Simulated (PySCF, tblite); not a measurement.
# C3H7F3N+: dynamics, then NMR shifts on frames, part 2 of 2

tblite 0.8.0 and PySCF 2.14.0. Atoms count from 0.

## Step 5: Shielding tensors: 625 fs, PBE0/pcSseg-1

Job settings and geometry (Å):

```
{"job": {"kind": "nmr", "xc": "PBE0", "basis": "pcSseg-1", "pop": false}, "charge": 1, "multiplicity": 1}
C     -0.903000    -1.423200     0.504600
C      0.132400    -0.405700     0.129900
N      0.199000    -0.355500    -1.367600
C      1.494400    -0.898500     0.652800
F      1.815800    -2.143600     0.095100
F      2.358400     0.080500     0.382200
F      1.439900    -1.099600     1.986900
H     -0.663300    -2.464000     0.227700
H     -1.879400    -1.180400     0.116900
H     -0.952700    -1.377200     1.586400
H     -0.058100     0.615100     0.580200
H      1.003000     0.198400    -1.702900
H      0.208400    -1.271000    -1.850300
H     -0.604400     0.026400    -1.857300
```

With the program's defaults for keys left out, this is: GIAO PBE0/pcSseg-1 NMR shielding, non-relativistic, gas phase.

Output:

```text
coarse grid: 11920 points
cycle   1  E = -471.8088518861  dE =  1.221e+00  |g| = 9.284e-01  |ddm| = 3.033e+00
cycle   2  E = -471.6360978478  dE =  1.728e-01  |g| = 1.456e+00  |ddm| = 1.388e+00
cycle   3  E = -471.9688079985  dE = -3.327e-01  |g| = 7.734e-02  |ddm| = 7.672e-01
cycle   4  E = -471.9695760365  dE = -7.680e-04  |g| = 4.851e-02  |ddm| = 8.941e-02
cycle   5  E = -471.9699941101  dE = -4.181e-04  |g| = 9.506e-03  |ddm| = 3.134e-02
cycle   6  E = -471.9700060125  dE = -1.190e-05  |g| = 3.474e-03  |ddm| = 7.389e-03
cycle   7  E = -471.9700079804  dE = -1.968e-06  |g| = 5.727e-04  |ddm| = 2.396e-03
final grid: 117032 points
cycle   8  E = -472.0260348061  dE = -5.364e-05  |g| = 8.466e-03  |ddm| = 2.722e-02
cycle   9  E = -472.0260257272  dE =  9.079e-06  |g| = 1.134e-02  |ddm| = 1.239e-02
cycle  10  E = -472.0260503219  dE = -2.459e-05  |g| = 1.098e-03  |ddm| = 6.645e-03
cycle  11  E = -472.0260505003  dE = -1.784e-07  |g| = 3.042e-04  |ddm| = 7.934e-04
cycle  12  E = -472.0260505148  dE = -1.443e-08  |g| = 8.521e-05  |ddm| = 2.028e-04
cycle  13  E = -472.0260505160  dE = -1.255e-09  |g| = 2.561e-05  |ddm| = 7.038e-05
cycle  14  E = -472.0260505161  dE = -9.356e-11  |g| = 7.383e-06  |ddm| = 1.642e-05
converged SCF energy = -472.0260505161

GIAO shielding tensors (ppm)
atom      isotropic    diamagn.    paramagn.     s11        s22        s33       span
  0 C      172.411     247.551     -75.140    162.964    163.994    190.275     27.311
  1 C      123.716     247.014    -123.297    112.459    125.486    133.204     20.745
  2 N      206.815     317.623    -110.808    186.076    195.398    238.971     52.896
  3 C       48.224     247.351    -199.126     38.272     49.614     56.786     18.514
  4 F      243.771     472.351    -228.580    140.054    233.464    357.796    217.743
  5 F      250.424     472.872    -222.448    161.794    259.454    330.026    168.232
  6 F      239.299     470.563    -231.264    155.768    239.650    322.480    166.713
  7 H       29.211      28.138       1.074     24.764     28.062     34.808     10.044
  8 H       30.275      29.311       0.965     25.572     27.482     37.772     12.199
  9 H       29.231      28.244       0.987     23.800     27.609     36.284     12.483
 10 H       26.410      29.797      -3.387     23.979     24.403     30.849      6.870
 11 H       26.275      28.315      -2.041     18.746     23.400     36.677     17.931
 12 H       26.705      27.760      -1.055     20.935     23.604     35.575     14.640
 13 H       27.231      29.886      -2.655     21.423     21.994     38.276     16.853
```

It took 16 s on 1 thread of Arm Neoverse V2, shared host; peak memory 0.78 GiB.

In short: δ C3 138.7, C1 63.2, C0 14.5, N2 60.9, H11 5.44, H10 5.31 ppm.

## Step 6: Nuclear shieldings: 800 fs, PBE0/pcSseg-1

Job settings and geometry (Å):

```
{"job": {"kind": "nmr", "xc": "PBE0", "basis": "pcSseg-1", "pop": false}, "charge": 1, "multiplicity": 1}
C     -0.830300    -1.709200     0.544900
C      0.088000    -0.533700     0.496900
N      0.195500    -0.085200    -0.976900
C      1.584000    -0.912300     0.881300
F      2.025700    -1.859500     0.031000
F      2.343800     0.168100     0.538300
F      1.701700    -1.371200     2.165600
H     -0.362400    -2.477500    -0.064000
H     -1.798600    -1.464600     0.181200
H     -0.855100    -2.124700     1.479000
H     -0.296400     0.293400     1.072400
H      0.690500     0.846400    -0.989500
H      0.864100    -0.587800    -1.575400
H     -0.740800    -0.023600    -1.345500
```

Level: GIAO PBE0/pcSseg-1 NMR shielding, non-relativistic, gas phase.

Output:

```text
coarse grid: 11920 points
cycle   1  E = -471.7953828978  dE =  1.216e+00  |g| = 9.407e-01  |ddm| = 3.048e+00
cycle   2  E = -471.6175056789  dE =  1.779e-01  |g| = 1.473e+00  |ddm| = 1.374e+00
cycle   3  E = -471.9597739291  dE = -3.423e-01  |g| = 8.060e-02  |ddm| = 7.640e-01
cycle   4  E = -471.9606067472  dE = -8.328e-04  |g| = 4.904e-02  |ddm| = 9.120e-02
cycle   5  E = -471.9610268552  dE = -4.201e-04  |g| = 9.802e-03  |ddm| = 3.285e-02
cycle   6  E = -471.9610402166  dE = -1.336e-05  |g| = 3.522e-03  |ddm| = 7.664e-03
cycle   7  E = -471.9610422255  dE = -2.009e-06  |g| = 5.458e-04  |ddm| = 2.250e-03
final grid: 117032 points
cycle   8  E = -472.0192790616  dE = -5.696e-05  |g| = 8.788e-03  |ddm| = 2.514e-02
cycle   9  E = -472.0192702484  dE =  8.813e-06  |g| = 1.162e-02  |ddm| = 1.269e-02
cycle  10  E = -472.0192954993  dE = -2.525e-05  |g| = 1.175e-03  |ddm| = 6.906e-03
cycle  11  E = -472.0192957110  dE = -2.116e-07  |g| = 2.994e-04  |ddm| = 8.427e-04
cycle  12  E = -472.0192957253  dE = -1.431e-08  |g| = 8.814e-05  |ddm| = 1.982e-04
cycle  13  E = -472.0192957266  dE = -1.283e-09  |g| = 2.517e-05  |ddm| = 6.483e-05
cycle  14  E = -472.0192957266  dE = -9.061e-11  |g| = 7.707e-06  |ddm| = 1.720e-05
converged SCF energy = -472.0192957266

GIAO shielding tensors (ppm)
atom      isotropic    diamagn.    paramagn.     s11        s22        s33       span
  0 C      176.820     246.654     -69.833    161.552    175.320    193.589     32.037
  1 C      115.485     248.545    -133.059     90.336    115.391    140.729     50.393
  2 N      201.333     321.040    -119.707    178.536    195.475    229.988     51.452
  3 C       46.867     247.646    -200.780     35.278     48.754     56.568     21.291
  4 F      257.411     472.586    -215.174    170.856    262.651    338.727    167.871
  5 F      237.863     475.139    -237.276    146.759    238.887    327.941    181.182
  6 F      238.303     469.436    -231.133    143.443    235.609    335.858    192.415
  7 H       29.977      28.755       1.222     25.494     29.478     34.959      9.464
  8 H       30.674      29.063       1.610     25.852     27.981     38.189     12.337
  9 H       31.063      28.949       2.114     25.733     28.807     38.650     12.917
 10 H       27.244      31.315      -4.071     24.551     26.074     31.106      6.555
 11 H       25.349      29.601      -4.251     18.858     22.239     34.950     16.092
 12 H       26.222      29.148      -2.926     20.424     24.071     34.172     13.747
 13 H       27.672      30.897      -3.225     20.777     24.124     38.115     17.338
```

Wall time 15 s (1 thread of Arm Neoverse V2, shared host); peak memory 0.78 GiB.

This run: δ C3 140.1, C1 71.4, C0 10.1, N2 66.4, H11 6.37, H12 5.49 ppm.

## Step 7: Shielding tensors: 1000 fs, PBE0/pcSseg-1

Job settings and geometry (Å):

```
{"job": {"kind": "nmr", "xc": "PBE0", "basis": "pcSseg-1", "pop": false}, "charge": 1, "multiplicity": 1}
C     -0.927100    -1.334100     1.114300
C      0.127500    -0.416800     0.523800
N      0.073500    -0.094300    -0.949400
C      1.566600    -1.038700     0.720400
F      1.711600    -1.998300    -0.164200
F      2.470300    -0.119200     0.473500
F      1.807800    -1.497900     1.921200
H     -0.931000    -2.330400     0.729000
H     -1.951000    -0.910300     1.064300
H     -0.716100    -1.381900     2.304900
H      0.147200     0.418800     1.229300
H      0.648900     0.720500    -1.167700
H      0.415100    -0.853900    -1.537700
H     -0.958400     0.092800    -1.221600
```

Level: GIAO PBE0/pcSseg-1 NMR shielding, non-relativistic, gas phase.

Output:

```text
coarse grid: 11920 points
cycle   1  E = -471.8244121739  dE =  1.300e+00  |g| = 8.878e-01  |ddm| = 3.041e+00
cycle   2  E = -471.7153415175  dE =  1.091e-01  |g| = 1.275e+00  |ddm| = 1.257e+00
cycle   3  E = -471.9649147361  dE = -2.496e-01  |g| = 5.660e-02  |ddm| = 6.690e-01
cycle   4  E = -471.9652907778  dE = -3.760e-04  |g| = 3.424e-02  |ddm| = 6.376e-02
cycle   5  E = -471.9655030438  dE = -2.123e-04  |g| = 7.399e-03  |ddm| = 2.522e-02
cycle   6  E = -471.9655121570  dE = -9.113e-06  |g| = 2.005e-03  |ddm| = 5.711e-03
final grid: 117032 points
cycle   7  E = -472.0205055403  dE = -5.008e-05  |g| = 6.927e-03  |ddm| = 2.594e-02
cycle   8  E = -472.0205008275  dE =  4.713e-06  |g| = 8.807e-03  |ddm| = 1.023e-02
cycle   9  E = -472.0205155166  dE = -1.469e-05  |g| = 8.685e-04  |ddm| = 5.628e-03
cycle  10  E = -472.0205156247  dE = -1.082e-07  |g| = 2.176e-04  |ddm| = 7.108e-04
cycle  11  E = -472.0205156320  dE = -7.280e-09  |g| = 6.841e-05  |ddm| = 1.651e-04
cycle  12  E = -472.0205156328  dE = -8.424e-10  |g| = 1.680e-05  |ddm| = 5.118e-05
converged SCF energy = -472.0205156328

GIAO shielding tensors (ppm)
atom      isotropic    diamagn.    paramagn.     s11        s22        s33       span
  0 C      165.127     244.963     -79.836    147.203    165.189    182.988     35.785
  1 C      123.329     246.223    -122.895     98.682    123.319    147.985     49.303
  2 N      203.973     319.339    -115.366    182.852    205.507    223.562     40.710
  3 C       60.342     246.348    -186.007     55.190     57.694     68.141     12.951
  4 F      285.361     473.373    -188.012    216.546    294.033    345.505    128.959
  5 F      263.879     473.518    -209.639    191.411    265.875    334.352    142.942
  6 F      267.675     468.576    -200.901    203.280    272.807    326.937    123.658
  7 H       29.837      27.829       2.008     25.441     28.067     36.003     10.562
  8 H       28.890      27.295       1.595     24.532     26.152     35.986     11.454
  9 H       26.276      24.036       2.240     21.217     24.792     32.819     11.602
 10 H       26.928      30.722      -3.794     23.636     26.503     30.645      7.009
 11 H       26.165      29.611      -3.446     19.358     22.689     36.447     17.088
 12 H       26.240      29.029      -2.789     19.552     24.833     34.335     14.783
 13 H       25.003      27.190      -2.187     18.427     21.276     35.307     16.880
```

Run time: 15 s. Hardware: 1 thread of Arm Neoverse V2, shared host; peak memory 0.78 GiB.

In short: δ C3 126.6, C1 63.6, C0 21.8, N2 63.8, H13 6.71, H11 5.55 ppm.

## Step 8: Run by run: NMR shifts

Shifts (ppm) of some atoms, chosen among heavy atoms and hydrogens apart, with basis size and wall time:

```
  frame     C3   H13    H9    N2     F5     F6      F4  functions  time
 250 fs  134.1  3.36  2.51  54.7  -58.3  -83.7  -100.2        154  17 s
 425 fs  125.0  6.20  2.47  67.7  -99.2  -91.6   -95.0        154  16 s
 625 fs  138.7  4.49  2.49  60.9  -79.5  -68.4   -72.8        154  16 s
 800 fs  140.1  4.04  0.65  66.4  -66.9  -67.4   -86.5        154  15 s
1000 fs  126.6  6.71  5.44  63.8  -92.9  -96.7  -114.4        154  15 s
```

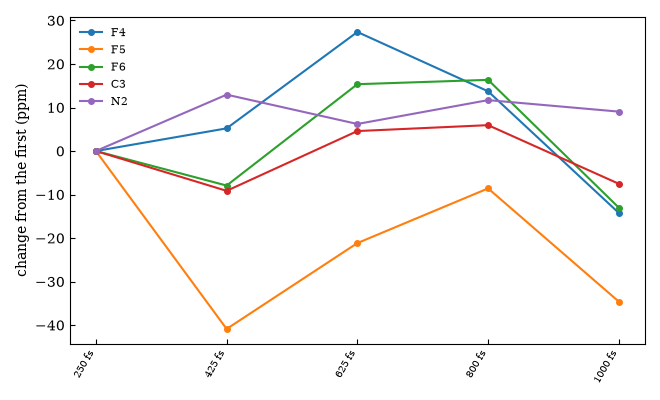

How five of the tabulated atoms move from run to run.

## Step 9: Outcome

This closing draws on all 2 parts.

| quantity | value |
| --- | --- |
| thermostat | 300 K |
| mean temperature, second half | 267 K |
| mean potential energy above the minimum | 0.47 eV |
| 13C shifts against TMS (PBE0/pcSseg-1, 250 fs) | 134.1, 60.2, 12.6 ppm |
| 1H shifts against TMS (PBE0/pcSseg-1, 250 fs) | 5.99, 4.93, 4.48, 3.36, 2.51, 1.94, 1.87 ppm |
| 15N shifts against NH3 (PBE0/pcSseg-1, 250 fs) | 54.7 ppm |
| 19F shifts against CFCl3 (PBE0/pcSseg-1, 250 fs) | -58.3, -83.7, -100.2 ppm |
| range of the shift of F4 | -114.4 to -72.8 ppm |

What this shows: In the second half the potential energy averages 0.47 eV above the minimum; equipartition over 36 harmonic modes at 300 K would give 0.47 eV. With 14 atoms the temperature swings widely (154 to 492 K). Shifts at one fixed geometry are not the observed spectrum, which averages over the motion. In the first frame run (250 fs): Shielding is most anisotropic at F5 (span 264 ppm, paramagnetic term -245 ppm). In ppm, F4 moves most: its shift spreads over 41.6 ppm, from -114.4 (1000 fs) to -72.8 (625 fs).
